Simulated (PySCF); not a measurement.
## Frequency calculation, with input and output: CoNBr

System: CoNBr, multiplicity 2.
Method: UKS-based PBE0, Co def2-TZVP, N def2-TZVP, Br def2-TZVP; non-relativistic Hamiltonian; density fitting (PySCF 2.14.0).

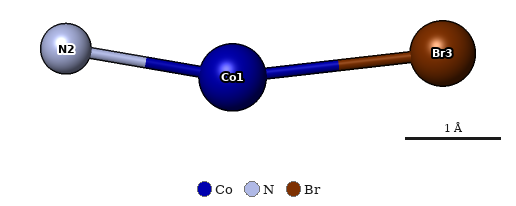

Figure 1. The input geometry (ball-and-stick view, seen at a tilt; atoms are numbered from 1 in the order of the input). Sticks mark near contacts. Bond lengths as drawn: Br–Co 2.24 Å and Co–N 1.79 Å.

**Results in brief**

```csv
quantity,value
outcome,converged
total energy,−4011.048119 hartree
⟨S²⟩,2.396
zero-point energy,0.002148 hartree
dipole moment,0.95 D
"wavenumbers, lowest and highest",81 and 575 cm⁻¹
hardware,"4 threads of Arm Neoverse V1, 24 GiB of memory available, shared host"
wall time,1.7 min (CPU time 5.1 min)
peak memory,1.1 GiB
```

**Remarks**

Checks after the run noted: spin contamination. ⟨S²⟩ is 2.40 against 0.75 for a pure state: the solution is spin-contaminated.

**Input file**
```python
from pyscf import gto, scf, dft
mol = gto.M(atom='''
Co    -0.966499     0.000000    -0.285524
N     -2.755371     0.000000    -0.212778
Br     1.211431     0.000000     0.251238''',
    basis={'Co': 'def2-TZVP', 'N': 'def2-TZVP', 'Br': 'def2-TZVP'},
    charge=0, spin=1)
mf = dft.UKS(mol, xc='PBE0')
mf.grids.atom_grid = (75, 302)
aux = {'Co': 'def2-universal-JKFIT', 'N': 'def2-universal-JKFIT', 'Br': 'def2-universal-JKFIT'}
mf = mf.density_fit(auxbasis=aux)
mf.conv_tol = 1e-09
mf.diis_space = 10
mf.max_cycle = 60
mf.verbose = 4
mf.kernel()
```

The script is an equivalent of the set-up of the self-consistent field. The run itself was carried out by a driver, which started from the orbitals of the step before it where there was one and computed the further properties.

Launched with:
```bash
OMP_NUM_THREADS=4 python axn.py task.json out
```

**The program's output**
```
init E= -4011.0481187952
  alpha nocc = 35  HOMO = -0.28722771314645  LUMO = -0.132480360296597
  beta  nocc = 34  HOMO = -0.299309778591959  LUMO = -0.14307723743621
  HOMO = -0.287227713146  LUMO = -0.143077237436  gap/eV = 3.92253
cycle= 1 E= -4011.04811879519  delta_E= 1.46e-11  |g|= 5.2e-07  |ddm|= 1.1e-06
  alpha nocc = 35  HOMO = -0.287227854471892  LUMO = -0.132480199962612
  beta  nocc = 34  HOMO = -0.299309772956278  LUMO = -0.143077148469609
  HOMO = -0.287227854472  LUMO = -0.14307714847  gap/eV = 3.92254
Extra cycle  E= -4011.04811879519  delta_E= -6.37e-12  |g|= 1.27e-06  |ddm|= 1.23e-06
converged SCF energy = -4011.04811879519  <S^2> = 2.3962115  2S+1 = 3.2534361
```

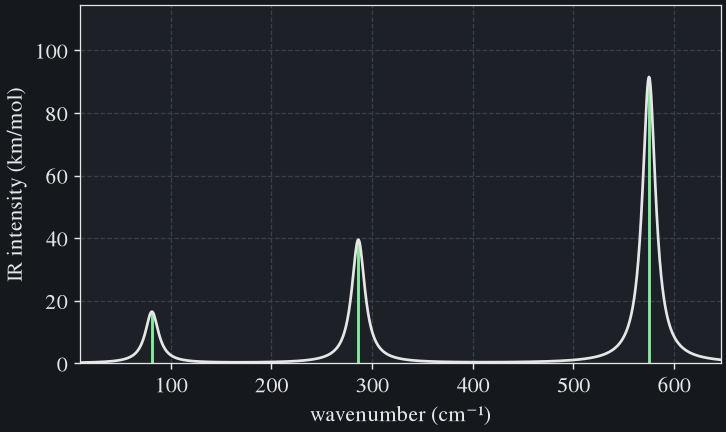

Figure 2. Harmonic infrared spectrum, unscaled: sticks (degenerate modes added up, dark ones marked on the axis) with a Lorentzian envelope of 16 cm⁻¹ full width, scaled to the tallest stick. 3 modes from 81 to 575 cm⁻¹, none imaginary. The strongest line is at 575 cm⁻¹ (92 km/mol). All modes, in cm⁻¹ (km/mol): 81 (16.5), 286 (39), 575 (92).
